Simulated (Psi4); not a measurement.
# FNO-CCSD(T)/pcSseg-2 (DKH2, Cholesky decomposition, Cholesky for correlation, occ tolerance 1e-05) run of AlH (SMILES [AlH])

Aim: the energy change on altering one bond length of AlH at FNO-CCSD(T)/pcSseg-2 (DKH2, Cholesky decomposition, Cholesky for correlation, occ tolerance 1e-05), from 2 runs. Input form: a Python script.

Program for the calculation: Psi4 1.11.

2 further runs of the same task are left out: 2 set aside as unsound or not needed.

## 1. The structure to begin with

The species is AlH (2 atoms), meant as a singlet with charge 0. As SMILES, `[AlH]`. Geometry: a GFN2-xTB relaxation, a rough one for these elements and not checked as a minimum.

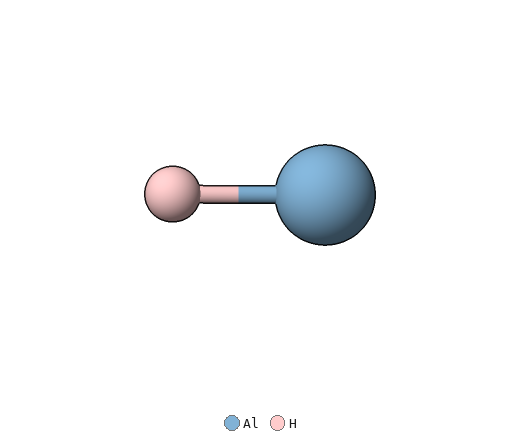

The structure, seen from a chosen angle (aluminium light blue, hydrogen pink).

## 2. A single-point energy at FNO-CCSD(T)/pcSseg-2 (DKH2, Cholesky decomposition, Cholesky for correlation, occ tolerance 1e-05)

The input, alh.xyz:

```xyz
2
AlH
Al     0.000000     0.000000     0.000000
H      0.000000     0.000000     1.613470
```

The input, calc.py:

```python
import psi4

psi4.set_memory(1600000000)
psi4.set_num_threads(1)
psi4.set_output_file('alh.out', False)

with open('alh.xyz') as f:
    atoms = ''.join(f.readlines()[2:])
geom = psi4.geometry('0 1\n' + atoms + 'no_reorient\nno_com')

psi4.set_options({
    'basis': 'pcSseg-2',
    'scf_type': 'cd',
    'freeze_core': True,
    'cc_type': 'cd',
    'occ_tolerance': 1e-05,
    'relativistic': 'dkh',
    'dkh_order': 2,
})

result = psi4.energy('fno-ccsd(t)')
print(f'fno-ccsd(t) energy: {result:.10f} Eh')
```

The run is started by

```sh
$ python calc.py
```

alh.out:

```text
[...]
  Running in c2v symmetry.
[...]
  Nuclear repulsion =    4.263670064339592
[...]
  Multiplicity = 1
[...]
  Nalpha       = 7
  Nbeta        = 7
[...]
    Number of basis functions: 57
[...]
   @RHF iter   1:  -242.84325255416493   -5.47377e-01   4.14255e-03 DIIS/ADIIS
[...]
   @RHF iter   9:  -242.84744864490699   -2.27374e-13   2.14193e-09 DIIS
[...]
    Orbital Energies [Eh]
    ---------------------
    Doubly Occupied:
       1A1   -58.610930     2A1    -4.913915     1B2    -3.208554
       1B1    -3.208553     3A1    -3.207637     4A1    -0.501868
       5A1    -0.287017
[...]
  @RHF Final Energy:  -242.84744864490699
   => Energetics <=
    Nuclear Repulsion Energy =              4.2636700643395917
    One-Electron Energy =                -346.3452871746133042
    Two-Electron Energy =                  99.2341684653667073
    Total Energy =                       -242.8474486449070184
[...]
 Multipole Moments:
 ------------------------------------------------------------------------------------
     Multipole            Electronic (a.u.)      Nuclear  (a.u.)        Total (a.u.)
 ------------------------------------------------------------------------------------
 L = 1.  Multiply by 2.5417464519 to convert [e a0] to [Debye]
 Dipole X            :          0.0000000            0.0000000            0.0000000
 Dipole Y            :          0.0000000            0.0000000            0.0000000
 Dipole Z            :         -2.9765796            3.0490164            0.0724368
 Magnitude           :                                                    0.0724368
[...]
      * MP2 total energy:                  -242.906061824907
[...]
      * CCSD total energy:                 -242.925307488504
[...]
      * CCSD(T) total energy                -242.926420473618
[...]
```

The script printed:

```text
fno-ccsd(t) energy: -242.9264204736 Eh
```

It took 1.8 s on 1 thread of Intel Xeon 6975P-C (Granite Rapids), shared host; peak memory 0.24 GiB.

## 3. The distorted shape

The input, run.py:

```python
import psi4

psi4.set_memory(1600000000)
psi4.set_num_threads(1)
psi4.set_output_file('run.log', False)

m = psi4.geometry("""
0 1
Al     0.000000     0.000000    -0.161330
H      0.000000     0.000000     1.613470
no_reorient
no_com
""")

psi4.set_options({
    'basis': 'pcSseg-2',
    'reference': 'rhf',
    'scf_type': 'cd',
    'freeze_core': True,
    'cc_type': 'cd',
    'occ_tolerance': 1e-05,
    'relativistic': 'dkh',
    'dkh_order': 2,
})

result = psi4.energy("fno-ccsd(t)")
print(f'total energy {result:.8f} hartree = {result * 27.211386:.5f} eV')
```

The run is started by

```sh
$ python run.py
```

run.log:

```text
[...]
  Running in c2v symmetry.
[...]
  Nuclear repulsion =    3.876100821901059
[...]
  Multiplicity = 1
[...]
  Nalpha       = 7
  Nbeta        = 7
[...]
    Number of basis functions: 57
[...]
   @RHF iter   1:  -242.84050369918378   -5.71372e-01   4.04337e-03 ADIIS/DIIS
[...]
   @RHF iter   9:  -242.84467540908568   -5.40012e-13   2.78403e-09 DIIS
[...]
    Orbital Energies [Eh]
    ---------------------
    Doubly Occupied:
       1A1   -58.624419     2A1    -4.925146     1B2    -3.219753
       1B1    -3.219753     3A1    -3.218267     4A1    -0.478597
       5A1    -0.291389
[...]
  @RHF Final Energy:  -242.84467540908568
   => Energetics <=
    Nuclear Repulsion Energy =              3.8761008219010593
    One-Electron Energy =                -345.4869062323517142
    Two-Electron Energy =                  98.7661300013649708
    Total Energy =                       -242.8446754090857098
[...]
 Multipole Moments:
 ------------------------------------------------------------------------------------
     Multipole            Electronic (a.u.)      Nuclear  (a.u.)        Total (a.u.)
 ------------------------------------------------------------------------------------
 L = 1.  Multiply by 2.5417464519 to convert [e a0] to [Debye]
 Dipole X            :          0.0000000            0.0000000            0.0000000
 Dipole Y            :          0.0000000            0.0000000            0.0000000
 Dipole Z            :          0.7047172           -0.9142873           -0.2095701
 Magnitude           :                                                    0.2095701
[...]
      * MP2 total energy:                  -242.903142419210
[...]
      * CCSD total energy:                 -242.922665190524
[...]
      * CCSD(T) total energy                -242.923831832417
[...]
```

Standard output:

```text
total energy -242.92383183 hartree = -6610.29416 eV
```

Wall time 1.8 s (1 thread of Intel Xeon 6975P-C (Granite Rapids), shared host); peak memory 0.24 GiB.

## 4. Results

Level: FNO-CCSD(T)/pcSseg-2 (DKH2, Cholesky decomposition, Cholesky for correlation, occ tolerance 1e-05), 5 core orbitals frozen.

| quantity | value |
| --- | --- |
| first shape: total energy | -242.92642 Eh |
| first shape: HOMO energy (Hartree–Fock orbitals) | -7.81 eV |
| first shape: LUMO energy (Hartree–Fock orbitals) | 0.67 eV |
| first shape: HOMO–LUMO gap (Hartree–Fock orbitals) | 8.48 eV |
| first shape: correlation energy (5 core orbitals frozen) | -79.0 mEh |
| first shape: (T) correction | -1.11 mEh |
| first shape: T1 diagnostic | 0.016 |
| distorted shape: total energy | -242.92383 Eh |
| distorted shape: HOMO energy (Hartree–Fock orbitals) | -7.93 eV |
| distorted shape: LUMO energy (Hartree–Fock orbitals) | 0.60 eV |
| distorted shape: HOMO–LUMO gap (Hartree–Fock orbitals) | 8.53 eV |
| distorted shape: correlation energy (5 core orbitals frozen) | -79.2 mEh |
| distorted shape: (T) correction | -1.17 mEh |
| distorted shape: T1 diagnostic | 0.016 |
| energy change with the Al1–H2 bond stretched from 1.613 to 1.775 Å | 0.070 eV |

With the Al1–H2 bond stretched from 1.613 to 1.775 Å the energy rises by 0.07 eV (1.6 kcal/mol). The first shape isn't relaxed at this level, so the change isn't measured from a minimum. The triples (first shape) make up 1.4 % of the correlation energy. The triples (distorted shape) make up 1.5 % of the correlation energy.
